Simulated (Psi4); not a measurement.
**[BCl2]+ (SMILES Cl[B+]Cl) at MP2/cc-pVDZ (Cholesky decomposition, density fitting for correlation, cholesky tolerance 0.001, sweep point 6)**

Aim: the vertical ionisation energy of [BCl2]+ at MP2/cc-pVDZ (Cholesky decomposition, density fitting for correlation, cholesky tolerance 0.001, sweep point 6), from 2 runs. 

The calculation is run with Psi4 1.11.

2 further runs of the same task are left out: 2 set aside as unsound or not needed.

## (1) The structure to begin with

The species is [BCl2]+ (3 atoms), meant as a singlet with charge +1. As SMILES, `Cl[B+]Cl`. The coordinates come from a GFN2-xTB relaxation.

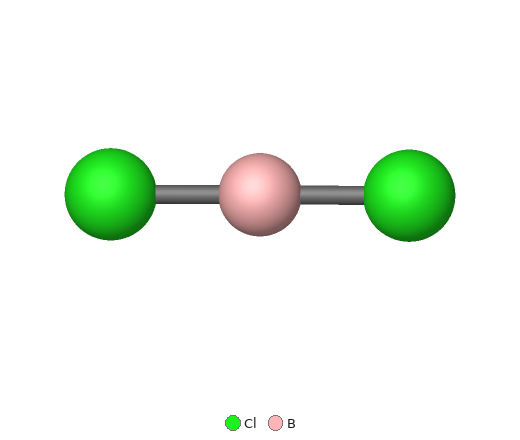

The structure, seen from a chosen angle (chlorine green, boron pink).

## (2) A single-point energy at MP2/cc-pVDZ (Cholesky decomposition, density fitting for correlation, cholesky tolerance 0.001, sweep point 6)

Input file bcl2.in:

```
memory 1600 mb

molecule m {
  1 1
  Cl    -1.238380     0.766480    -0.591300
  B      0.000740     0.001360     0.000550
  Cl     1.237640    -0.767840     0.590740
  symmetry c1
}

set {
  basis cc-pVDZ
  puream true
  scf_type cd
  num_frozen_docc 11
  cholesky_tolerance 0.001
}

energy("mp2")
```

Run with:

```console
$ psi4 bcl2.in bcl2.out -n 1
```

bcl2.out:

```text
[...]
  Running in c1 symmetry.
[...]
  Nuclear repulsion =  105.883521863230627
[...]
  Multiplicity = 1
[...]
  Nalpha       = 19
  Nbeta        = 19
[...]
    Number of basis functions: 50
[...]
   @RHF iter   1:  -943.40721001409725    3.94859e-01   4.44604e-03 ADIIS/DIIS
[...]
   @RHF iter   9:  -943.44070373712680   -2.50111e-12   5.57678e-09 DIIS
[...]
    Orbital Energies [Eh]
    ---------------------
    Doubly Occupied:
       1A   -105.145573     2A   -105.145472     3A    -10.875044
       4A    -10.874928     5A     -8.342600     6A     -8.342487
       7A     -8.338812     8A     -8.338812     9A     -8.338700
      10A     -8.338700    11A     -8.043722    12A     -1.456732
      13A     -1.434448    14A     -0.952283    15A     -0.899079
      16A     -0.817863    17A     -0.817768    18A     -0.749766
      19A     -0.749659
[...]
  @RHF Final Energy:  -943.44070373712680
   => Energetics <=
    Nuclear Repulsion Energy =            105.8835218632306265
    One-Electron Energy =               -1502.6435559305321021
    Two-Electron Energy =                 453.3193303301745800
    Total Energy =                       -943.4407037371267961
[...]
 Multipole Moments:
 ------------------------------------------------------------------------------------
     Multipole            Electronic (a.u.)      Nuclear  (a.u.)        Total (a.u.)
 ------------------------------------------------------------------------------------
 L = 1.  Multiply by 2.5417464519 to convert [e a0] to [Debye]
 Dipole X            :          0.0028012           -0.0007888            0.0020124
 Dipole Y            :          0.0029505           -0.0011783            0.0017721
 Dipole Z            :         -0.0000000           -0.0000000           -0.0000000
 Magnitude           :                                                    0.0026814
[...]
```

Wall time 6.9 s (1 thread of AMD EPYC 7R43 (Zen 3), shared host); peak memory 0.29 GiB.

## (3) Doublet [BCl2]2+ at the same level

Input file input.dat:

```
memory 1.6 GB

molecule {
  2 2
  Cl    -1.238380     0.766480    -0.591300
  B      0.000740     0.001360     0.000550
  Cl     1.237640    -0.767840     0.590740
  units angstrom
  symmetry c1
}

set {
  basis              cc-pVDZ
  reference          uhf
  puream             true
  scf_type           cd
  num_frozen_docc    11
  cholesky_tolerance 0.001
  maxiter            150
}

energy_value, wavefunction = energy('mp2', return_wfn=True)
print_variables()
```

Run with:

```console
$ psi4 input.dat output.dat -n 1
```

output.dat:

```text
[...]
  Running in c1 symmetry.
[...]
  Nuclear repulsion =  105.883521863230627
[...]
  Multiplicity = 2
[...]
  Nalpha       = 19
  Nbeta        = 18
[...]
    Number of basis functions: 50
[...]
   @UHF iter   1:  -942.63875565108140    1.16331e+00   6.59631e-03 ADIIS/DIIS
[...]
   @UHF iter  19:  -942.73160299931897   -1.36424e-12   3.06300e-09 DIIS
[...]
   @S^2 Observed:                8.921097526E-01
[...]
    Orbital Energies [Eh]
    ---------------------
    Alpha Occupied:
       1A   -105.487749     2A   -105.485980     3A    -11.211038
       4A    -11.209269     5A     -8.689687     6A     -8.687733
       7A     -8.675066     8A     -8.673347     9A     -8.671082
      10A     -8.669375    11A     -8.296152    12A     -1.776377
      13A     -1.761479    14A     -1.238881    15A     -1.194846
      16A     -1.146620    17A     -1.106199    18A     -1.104072
      19A     -1.052312
    Alpha Virtual:
      20A     -0.400546    21A     -0.396129    22A     -0.309115
      23A     -0.139308    24A     -0.082935    25A     -0.066753
[...]
  @UHF Final Energy:  -942.73160299931897
   => Energetics <=
    Nuclear Repulsion Energy =            105.8835218632306265
    One-Electron Energy =               -1490.5603858448903338
    Two-Electron Energy =                 441.9452609823406988
    Total Energy =                       -942.7316029993189659
  UHF NO Occupations:
  HONO-2 :   17  A 1.9983371
  HONO-1 :   18  A 1.9318466
[...]
 Multipole Moments:
 ------------------------------------------------------------------------------------
     Multipole            Electronic (a.u.)      Nuclear  (a.u.)        Total (a.u.)
 ------------------------------------------------------------------------------------
 L = 1.  Multiply by 2.5417464519 to convert [e a0] to [Debye]
 Dipole X            :         -0.0115409           -0.0007888           -0.0123297
 Dipole Y            :          0.0106310           -0.0011783            0.0094526
 Dipole Z            :         -0.0000000           -0.0000000           -0.0000000
 Magnitude           :                                                    0.0155362
[...]
```

Wall time 7.5 s (1 thread of AMD EPYC 7R43 (Zen 3), shared host); peak memory 0.29 GiB.

## (4) What came out

Level: MP2/cc-pVDZ (Cholesky decomposition, density fitting for correlation, cholesky tolerance 0.001, sweep point 6), 11 core orbitals frozen.

```
                                                                    quantity          value
                                               singlet [BCl2]+: total energy  -943.77460 Eh
                        singlet [BCl2]+: HOMO energy (Hartree–Fock orbitals)      -20.40 eV
                        singlet [BCl2]+: LUMO energy (Hartree–Fock orbitals)       -4.05 eV
                      singlet [BCl2]+: HOMO–LUMO gap (Hartree–Fock orbitals)       16.34 eV
               singlet [BCl2]+: correlation energy (11 core orbitals frozen)     -333.9 mEh
                                              doublet [BCl2]2+: total energy  -943.04036 Eh
doublet [BCl2]2+: HOMO energy (Hartree–Fock orbitals) (highest over α and β)      -26.82 eV
 doublet [BCl2]2+: LUMO energy (Hartree–Fock orbitals) (lowest over α and β)      -18.13 eV
              doublet [BCl2]2+: correlation energy (11 core orbitals frozen)     -308.8 mEh
                         doublet [BCl2]2+: ⟨S²⟩ of the reference determinant          0.892
                        vertical ionisation energy (to the doublet dication)      19.980 eV
```

**Reading.** Removing an electron at fixed nuclei costs 19.98 eV (1928 kJ/mol). ⟨S²⟩ (doublet [BCl2]2+) is 0.89 where a pure doublet has 0.75: the reference is spin-contaminated.
